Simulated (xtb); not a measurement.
## Geometry relaxation, with input and output: SnH$_{2}$BrCl (part 3 of 3)

The same run, continued: SnH$_{2}$BrCl; GFN2-xTB (xtb 6.7.1 later snapshot). The geometry comes from this level: PBE0-D4/def2-TZVP.

Geometry of the input (Å):
```
Cl -2.0029  0.5183  -0.7500
Sn 0.0750  0.0784  0.1801
Br 1.2140  -1.5114  -1.3198
H  -0.1868  -0.6900  1.6693
H  0.9506  1.5310  0.1789
```

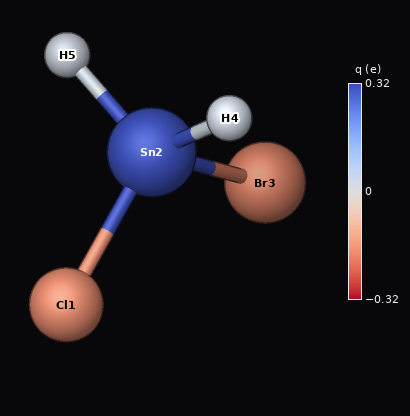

Fig. 1: Mulliken charges, as the colour of each atom (ball-and-stick view, seen at an oblique angle; atoms are numbered from 1 in the order of the input). By element: Cl −0.17, Sn +0.30, Br −0.18 and H +0.02 e.
